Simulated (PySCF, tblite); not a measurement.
# C6H8NO radical: geometry, infrared bands and EPR parameters

Aim: predict the infrared bands and EPR parameters of C6H8NO radical (`O=CNC12C[C](C1)C2`).

Computed with tblite 0.8.0 and PySCF 2.14.0, with density-fitted response routines of our own, on a single molecule in the gas phase. Atoms are numbered from 0 throughout.

## Step 1: The starting structure

16 atoms, charge 0, multiplicity 2; geometry from: force field or distance geometry start.

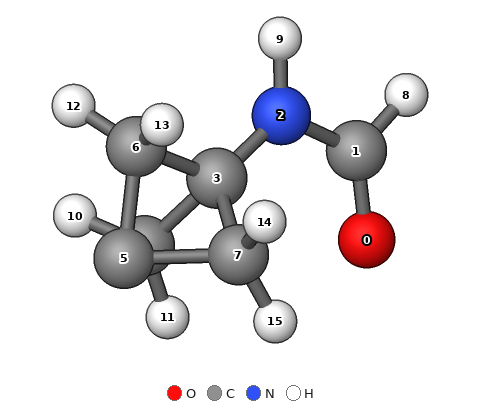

The starting geometry (oxygen red, carbon grey, nitrogen blue, hydrogen white), atoms numbered; sticks join atoms by distance.

## Step 2: Optimising the geometry with GFN2-xTB

The job: settings as JSON, then the geometry in Å.

```
{"job": {"kind": "relax", "xc": "GFN2-xTB", "basis": "xTB"}, "charge": 0, "multiplicity": 2}
O      1.878600     0.915900     1.689300
C      2.170600    -0.041900     0.937300
N      1.240700    -0.623600     0.018700
C     -0.029700    -0.142500    -0.115400
C     -1.111100    -0.053100     0.877600
C     -1.812400     0.451400    -0.396200
C     -1.054700    -0.703300    -1.052000
C     -0.451300     1.178200    -0.620500
H      3.189400    -0.490400     0.987500
H      1.606000    -1.435100    -0.554200
H     -1.661500    -0.979900     1.181600
H     -1.124300     0.755300     1.620400
H     -1.466100    -1.705700    -0.812000
H     -0.889600    -0.451800    -2.105800
H     -0.202600     1.292900    -1.693700
H     -0.289600     2.042400     0.026100
```

The run is started by

```bash
$ OMP_NUM_THREADS=1 python probes_run.py task.json out
```

The driver reads the jobs from task.json and runs them one after another.

Log:

```text
step      E/eV     max force
  0    -645.22153    5.111
  1    -646.03758    3.533
  2    -646.17929    2.577
  3    -646.30700    0.921
  4    -646.43119    1.099
  5    -646.49751    0.995
  6    -646.53510    0.419
  7    -646.55059    0.251
  8    -646.55980    0.268
  9    -646.56410    0.156
 10    -646.56655    0.153
 11    -646.56900    0.153
 12    -646.57184    0.201
 13    -646.57383    0.133
 14    -646.57471    0.057
 15    -646.57511    0.062
 16    -646.57546    0.064
 17    -646.57582    0.045
 18    -646.57616    0.042
 19    -646.57649    0.041
 20    -646.57680    0.054
 21    -646.57703    0.046
 22    -646.57713    0.021
 23    -646.57718    0.020
 24    -646.57722    0.022
 25    -646.57728    0.025
 26    -646.57735    0.027
 27    -646.57743    0.024
 28    -646.57750    0.020
 29    -646.57756    0.022
 30    -646.57762    0.022
 31    -646.57768    0.024
 32    -646.57776    0.027
 33    -646.57784    0.027
 34    -646.57791    0.018
 35    -646.57796    0.014
 36    -646.57798    0.011
 37    -646.57801    0.014
 38    -646.57803    0.012
 39    -646.57804    0.009
```

Run time: 0.18 s. Hardware: 1 thread of Arm Neoverse V2, shared host.

Relaxation path: (not every step is listed)

| step | energy from step 0 (eV) | largest force (eV/Å) |
| --- | --- | --- |
| 0 | 0.0000 | 5.1113 |
| 1 | -0.8161 | 3.5331 |
| 2 | -0.9578 | 2.5767 |
| 3 | -1.0855 | 0.9215 |
| 4 | -1.2097 | 1.0988 |
| 5 | -1.2760 | 0.9947 |
| 6 | -1.3136 | 0.4195 |
| 7 | -1.3291 | 0.2509 |
| 8 | -1.3383 | 0.2684 |
| 10 | -1.3450 | 0.1530 |
| 12 | -1.3503 | 0.2010 |
| 14 | -1.3532 | 0.0569 |
| 16 | -1.3539 | 0.0641 |
| 18 | -1.3546 | 0.0417 |
| 20 | -1.3553 | 0.0542 |
| 22 | -1.3556 | 0.0207 |
| 24 | -1.3557 | 0.0217 |
| 26 | -1.3558 | 0.0273 |
| 28 | -1.3560 | 0.0199 |
| 30 | -1.3561 | 0.0217 |
| 32 | -1.3562 | 0.0270 |
| 34 | -1.3564 | 0.0181 |
| 35 | -1.3564 | 0.0144 |
| 36 | -1.3564 | 0.0112 |
| 37 | -1.3565 | 0.0138 |
| 38 | -1.3565 | 0.0124 |
| 39 | -1.3565 | 0.0094 |

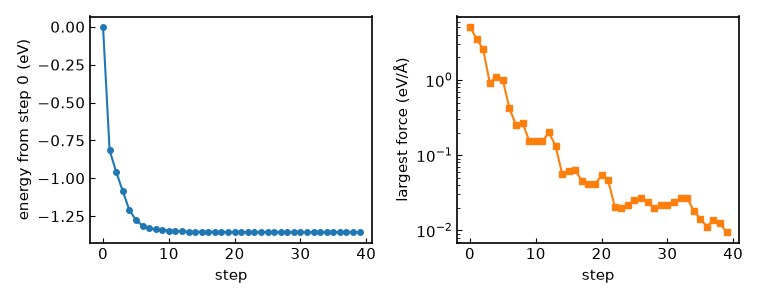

Energy and force, step by step.

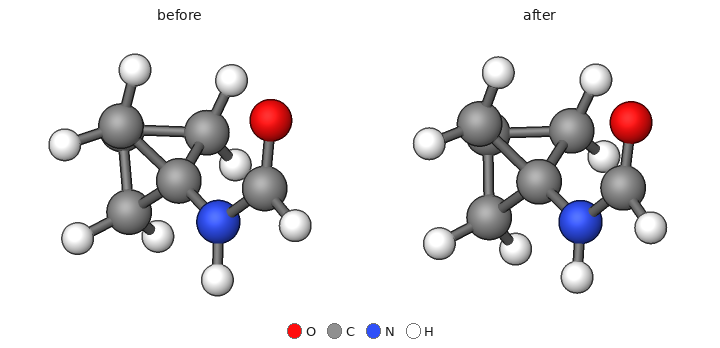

The geometry before (left) and after (right).

Close pairs (by a distance rule), those that changed most:

| bond | before (Å) | after (Å) | change (Å) |
| --- | --- | --- | --- |
| C1–N2 | 1.431 | 1.351 | -0.080 |
| N2–C3 | 1.365 | 1.436 | +0.071 |
| C3–C4 | 1.471 | 1.541 | +0.070 |
| C3–C7 | 1.476 | 1.541 | +0.066 |
| O0–C1 | 1.252 | 1.201 | -0.051 |
| N2–H9 | 1.058 | 1.009 | -0.050 |
| C4–H10 | 1.120 | 1.086 | -0.034 |
| C3–C6 | 1.497 | 1.531 | +0.033 |

The end geometry stands in the next job.

## Step 3: Infrared spectrum with GFN2-xTB

The job: settings as JSON, then the geometry in Å.

```
{"job": {"kind": "ir", "xc": "GFN2-xTB", "basis": "xTB"}, "charge": 0, "multiplicity": 2}
O      1.835392     0.907370     1.637331
C      2.098806    -0.037975     0.944379
N      1.261050    -0.617959     0.057745
C     -0.075327    -0.133979    -0.149839
C     -1.172925    -0.039324     0.927472
C     -1.721048     0.442397    -0.421784
C     -1.073453    -0.760787    -1.126238
C     -0.452639     1.273102    -0.652837
H      3.081816    -0.546756     0.962235
H      1.561473    -1.407565    -0.493386
H     -1.557086    -0.976430     1.318259
H     -1.026087     0.704194     1.701760
H     -1.453912    -1.747063    -0.878181
H     -0.858621    -0.658781    -2.185759
H     -0.191766     1.512867    -1.678856
H     -0.263271     2.095633     0.026289
```

Log:

```text
mode    cm-1     km/mol
  1      14.8     13.47
  2     130.0      6.69
  3     187.7     34.88
  4     310.9      4.51
  5     359.4     57.02
  6     448.2     12.91
  7     537.4      0.15
  8     539.4      0.03
  9     569.7      2.35
 10     769.9      0.63
 11     773.5      7.47
 12     810.4      8.34
 13     868.5      2.62
 14     916.8      9.15
 15     919.8      0.01
 16     940.5      0.10
 17     997.0      5.25
 18    1044.1      0.00
 19    1049.2      0.81
 20    1075.3      1.63
 21    1082.5      1.64
 22    1094.2      0.03
 23    1095.3      0.68
 24    1140.6      7.56
 25    1167.2      1.63
 26    1181.2     21.57
 27    1188.9      9.16
 28    1251.9     31.81
 29    1356.1    115.37
 30    1376.2     67.43
 31    1467.8      0.26
 32    1473.0      0.01
 33    1514.0      2.00
 34    1775.2    496.22
 35    2759.1    157.13
 36    3025.8      0.53
 37    3028.5     35.24
 38    3033.4     48.61
 39    3034.1     91.65
 40    3061.0      0.66
 41    3065.7     39.13
 42    3430.4      7.24
```

Run time: 0.39 s. Hardware: 1 thread of Arm Neoverse V2, shared host.

The strongest bands and the atoms that carry them (share of the mass-weighted mode):

| cm⁻¹ | km/mol | atoms |
| --- | --- | --- |
| 359 | 57.0 | N2 48 %, H9 16 % |
| 1356 | 115.4 | N2 41 %, H9 26 %, H8 14 % |
| 1376 | 67.4 | H8 69 %, C1 13 % |
| 1775 | 496.2 | C1 62 %, O0 36 % |
| 2759 | 157.1 | H8 94 % |
| 3033 | 48.6 | H10 68 %, H12 16 % |
| 3034 | 91.7 | H14 67 %, H13 17 % |
| 3066 | 39.1 | H15 56 %, H11 35 % |

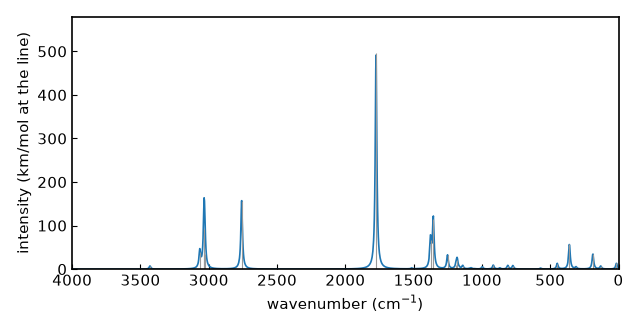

The infrared spectrum from these modes, unscaled. Lines are broadened to a width of 14 cm⁻¹ (Lorentzian).

## Step 4: g tensor and hyperfine couplings: B3LYP/pcH-1

Settings changed since step 3:

```diff
@@ -1,2 +1,2 @@
-{"job": {"kind": "ir", "xc": "GFN2-xTB", "basis": "xTB"}, "charge": 0, "multiplicity": 2}
+{"job": {"kind": "epr", "basis": "pcH-1"}, "charge": 0, "multiplicity": 2}
 O      1.835392     0.907370     1.637331
```

With the program's defaults for keys left out, this is: UKS B3LYP, pcH-1 on C H N O, non-relativistic, mean-field spin-orbit, GIAO.

Log:

```text
UKS, coarse grid
  cycle   1  E = -363.12841800  |g| = 6.53e-01
  cycle   2  E = -362.21308039  |g| = 1.60e+00
  cycle   3  E = -363.28545039  |g| = 1.85e-01
  cycle   4  E = -363.29770888  |g| = 9.96e-02
  cycle   5  E = -363.30170907  |g| = 1.93e-02
  cycle   6  E = -363.30183289  |g| = 1.07e-02
  cycle   7  E = -363.30188443  |g| = 1.63e-03
  cycle   8  E = -363.30188590  |g| = 9.33e-04
UKS, final grid
  cycle   1  E = -363.30183477  |g| = 1.06e-03
  cycle   2  E = -363.30183442  |g| = 1.39e-03
  cycle   3  E = -363.30183533  |g| = 1.51e-04
  cycle   4  E = -363.30183534  |g| = 4.56e-05
  cycle   5  E = -363.30183534  |g| = 4.02e-05
  cycle   6  E = -363.30183534  |g| = 1.17e-05
E = -363.30183534 Eh   <S^2> = 0.7524 (exact 0.7500)
g shifts (ppm)      1          2          3
  rmc          -177       -177       -177
  gc             11         20         19
  oz_so         -24        382        610
  total        -191        225        452
hyperfine (MHz)  atom isotope    a_iso     a_fc   dipolar eigenvalues
    0   17O      -0.33      -0.33     -2.53      0.70      1.83
    1   13C      -1.97      -1.97     -1.10     -0.39      1.49
    2   14N      37.25      37.25     -3.35     -2.83      6.18
    3   13C     151.62     151.62     -0.49     -0.38      0.86
    4   13C       9.39       9.39     -8.08     -5.35     13.43
    5   13C     368.17     368.17    -65.53    -65.48    131.01
    6   13C       9.55       9.55     -8.01     -5.22     13.23
    7   13C       9.43       9.43     -8.07     -5.34     13.41
    8    1H      13.08      13.08     -0.99     -0.61      1.60
    9    1H       0.72       0.72     -4.69     -1.70      6.39
   10    1H      -0.84      -0.84     -5.86     -3.63      9.50
   11    1H      -1.79      -1.79     -5.85     -3.48      9.33
   12    1H      -0.70      -0.70     -5.82     -3.61      9.43
   13    1H      -0.66      -0.66     -5.82     -3.61      9.44
   14    1H      -0.81      -0.81     -5.86     -3.64      9.50
   15    1H      -1.74      -1.74     -5.86     -3.49      9.34
```

Run time: 83 s. Hardware: 1 thread of Arm Neoverse V2, shared host; peak memory 1.1 GiB.

Principal g values 2.00213, 2.00254, 2.00277; g(iso) = 2.00248, against 2.00232 for a free electron.

Hyperfine couplings, nucleus by nucleus at this fixed geometry (no averaging over rotations):

```csv
nuclei,isotope,a(iso) (MHz),"a(iso) (G, at g = 2.0023)",largest dipolar term (MHz)
C5,13C,368.2,131.4,131.0
C3,13C,151.6,54.1,0.9
N2,14N,37.2,13.3,6.2
H8,1H,13.1,4.7,1.6
C6,13C,9.6,3.4,13.2
C7,13C,9.4,3.4,13.4
C4,13C,9.4,3.3,13.4
C1,13C,-2.0,-0.7,1.5
H11,1H,-1.8,-0.6,9.3
H15,1H,-1.7,-0.6,9.3
H10,1H,-0.8,-0.3,9.5
H14,1H,-0.8,-0.3,9.5
H9,1H,0.7,0.3,6.4
H12,1H,-0.7,-0.2,9.4
```

Mulliken spin populations:

O0 0.00; C1 0.00; N2 0.05; C3 0.06; C4 0.03; C5 0.82; C6 0.02; C7 0.02; H8 0.01; H9 0.00; H10 0.00; H11 0.00; H12 0.00; H13 0.00; H14 0.00; H15 0.00

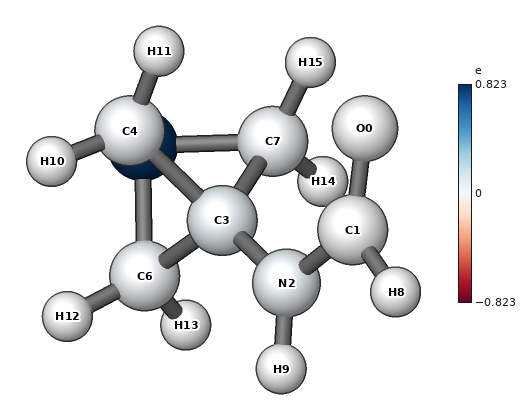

Mulliken spin populations, as colours on the atoms.

Orbitals, density, ELF and potential are computed afterwards from the orbital file.

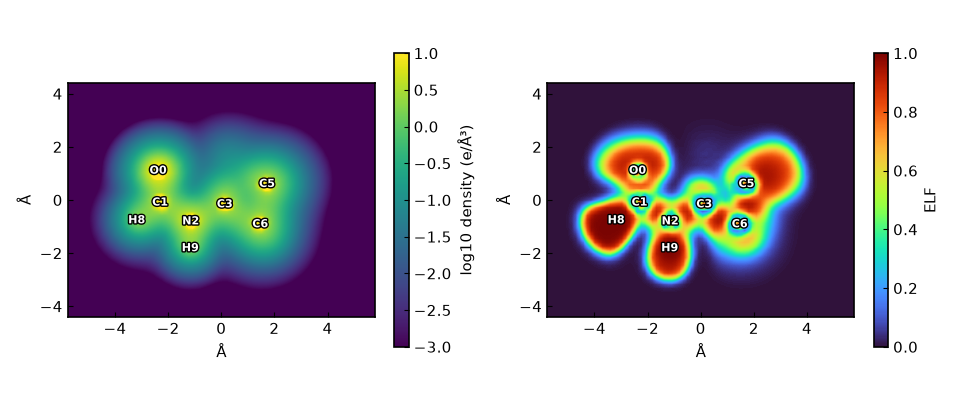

Density (left) and ELF (right) in a plane through or near 8 of the atoms.

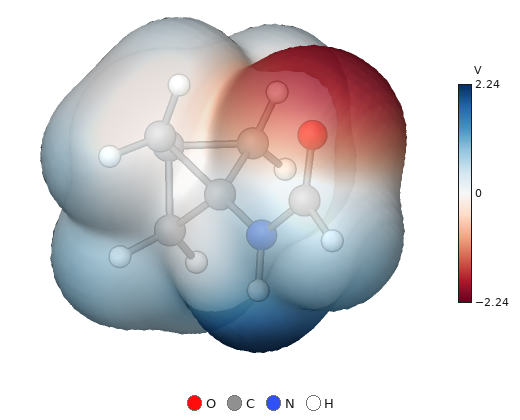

Electrostatic potential on the surface of density 0.002 e/bohr³; red is low, blue high. It runs from -1.88 V near O0 to 2.24 V near H9.

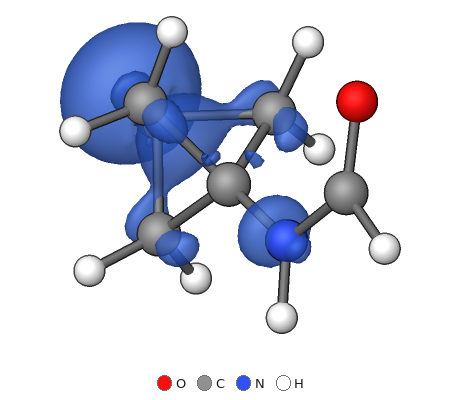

Spin density at ±0.04 e/Å³ (alpha excess blue, beta excess red).

## Step 5: What came out

```
                                 quantity                  value
strongest single infrared mode (GFN2-xTB)  1775 cm⁻¹, 496 km/mol
             zero-point energy (GFN2-xTB)          79.9 kcal/mol
                           g(iso) (B3LYP)                2.00248
                                     ⟨S²⟩     0.752 (exact 0.75)
                           largest a(iso)   13C on C5, 368.2 MHz
    surface potential, least and greatest     -1.88 V and 2.24 V
```

What this shows: The optimisation took 39 steps and gained 1.357 eV; among the close pairs (by a distance rule), C1–N2 changed most, from 1.431 to 1.351 Å. No mode is imaginary among the 42: a minimum at this level. The strongest single mode, at 1775 cm⁻¹, moves mainly C1 and O0. Unscaled tight-binding wavenumbers are off by several per cent, some by more. Its intensities can rank the bands wrongly. C5 carries the largest spin population, 0.82 e. The isotropic g lies 0.2 ppt above the free-electron value.
